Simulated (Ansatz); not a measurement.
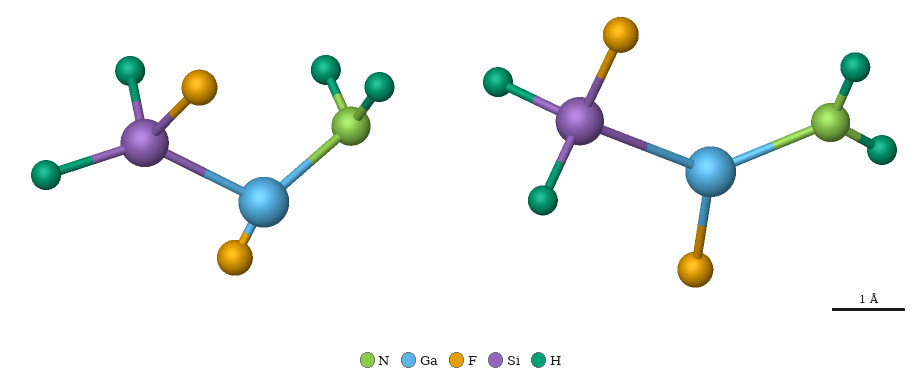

Two geometries of GaSiNH4F2 (coarse preliminary run), drawn at one scale. One is the start of a relaxation, the other its converged end. A ball-and-stick model, seen at a tilt.

All numbers below come from RKS PBE-D4/def2-SVP (Ansatz 0.2.0). (force threshold 0.03 eV/Å; at most 200 steps)

> Which one is relaxed?

The right one is the relaxed one. The start comes from a force field. An H atom moves most after the best rigid fit: 1.76 Å. Largest moves by element: H 1.76 Å, F 1.31 Å, Ga 0.62 Å, Si 0.52 Å, N 0.37 Å. Some distances before and after: F–Si 2.251 → 3.628 Å, F–Ga 0.904 → 1.783 Å, Ga–Si 1.997 → 2.396 Å, H–N 1.111 → 1.021 Å. Bond angles that change, for instance: Ga–Si–H 138.4° → 112.3°, F–Ga–Si 94.2° → 119.7°, N–Ga–F 135.5° → 111.4°. Over 22 geometry steps the energy falls by 7406.0 kJ/mol. Largest force component: 300 eV/Å at the start, 0.026 eV/Å at the end.
